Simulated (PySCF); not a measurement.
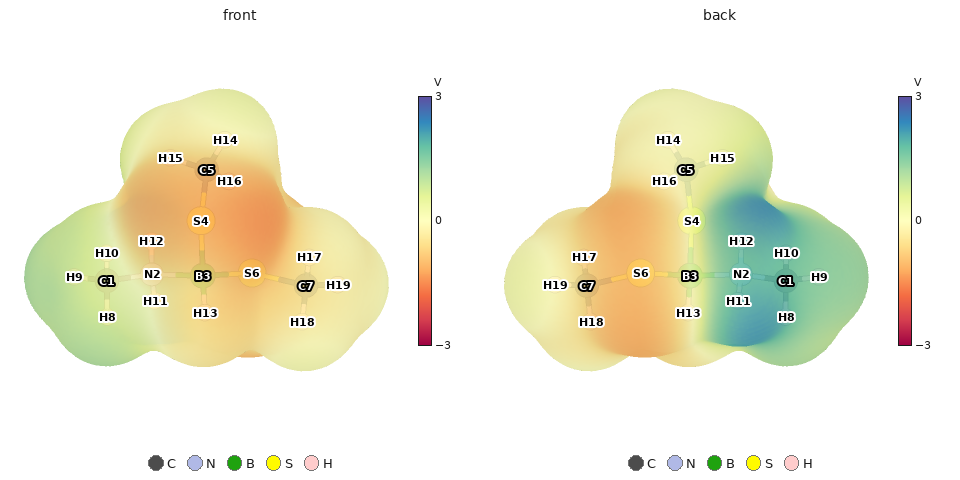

C3H12BNS2. The molecular electrostatic potential painted on the density surface at 0.001 e/bohr³, seen from the front and from behind; the colour scale runs from red (negative) to blue (positive).

Geometry: GFN2-xTB.

The calculation used wB97X-D/def2-SVPD, SCF density, gas phase in PySCF.

```yaml
atoms:
  - { symbol: C, position_ang: [-2.0708, -1.6141, -0.2673] }
  - { symbol: N, position_ang: [-0.8831, -0.9647, -0.8293] }
  - { symbol: B, position_ang: [0.2481, -0.5340, 0.2619] }
  - { symbol: S, position_ang: [-0.5471, 0.7797, 1.3759] }
  - { symbol: C, position_ang: [-0.7194, 2.1834, 0.2169] }
  - { symbol: S, position_ang: [1.6803, 0.0936, -0.8548] }
  - { symbol: C, position_ang: [2.9713, 0.2632, 0.4059] }
  - { symbol: H, position_ang: [-1.7767, -2.5498, 0.2027] }
  - { symbol: H, position_ang: [-2.8195, -1.8098, -1.0342] }
  - { symbol: H, position_ang: [-2.4887, -0.9640, 0.5004] }
  - { symbol: H, position_ang: [-0.4243, -1.5655, -1.5137] }
  - { symbol: H, position_ang: [-1.1473, -0.1051, -1.3119] }
  - { symbol: H, position_ang: [0.5615, -1.4758, 0.9006] }
  - { symbol: H, position_ang: [-0.6618, 3.0948, 0.8024] }
  - { symbol: H, position_ang: [-1.6846, 2.1369, -0.2842] }
  - { symbol: H, position_ang: [0.0942, 2.1500, -0.5040] }
  - { symbol: H, position_ang: [2.6346, 0.9649, 1.1640] }
  - { symbol: H, position_ang: [3.1609, -0.7102, 0.8501] }
  - { symbol: H, position_ang: [3.8626, 0.6357, -0.0889] }
```

### Describe the electrostatic potential map.

The most negative region (about −1.4 V) lies over S4, the most positive (about +2.2 V) over H11 and H12.
